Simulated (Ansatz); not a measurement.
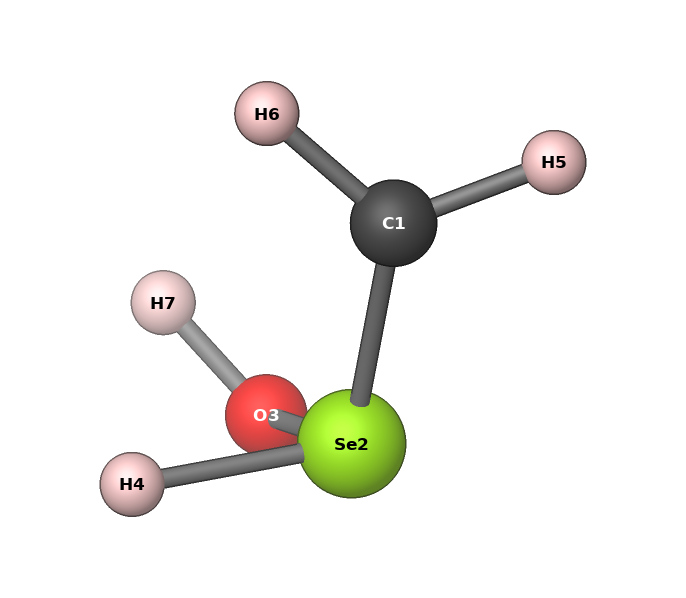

O3 lies behind Se2. The molecule seen a little off the Se2–O3 bond, Se2 in front. Depth is shown by fading: the farther an atom, the more it takes the colour of the background. The computed structure is the end point of a PBE-D4/def2-SVP optimisation. No frequency run is at hand to confirm it as a minimum.

Question: What is the torsion angle C1–Se2–O3–H7? The sign is positive where the front bond must turn clockwise to cover the back bond.

Answer: −40°, synclinal (gauche).
